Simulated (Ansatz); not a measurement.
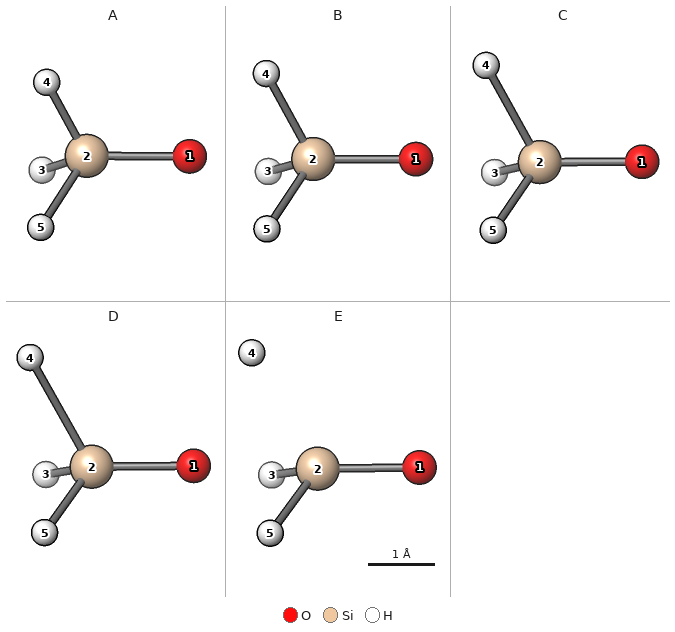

Frames of a one-coordinate scan of SiH3O (charge −1). A ball-and-stick model, seen at a tilt.

Computed with Ansatz: CCSD(T), basis def2-TZVPPD, on geometries relaxed under the constraint at PBE0-D4/def2-TZVPD. Coupled cluster with a frozen core. Energies are counted from the PBE0-D4/def2-TZVPD minimum geometry at the same level.

> Which coordinate changes from frame to frame?

The Si2–H4 distance is varied, with all other coordinates relaxed. In the frames the distance is 1.348 Å (A), 1.570 Å (B), 1.780 Å (C), 2.017 Å (D), 2.144 Å (E). Their energies are 28.0 kJ/mol, 1.3 kJ/mol, 30.1 kJ/mol, 80.7 kJ/mol, 108.6 kJ/mol.
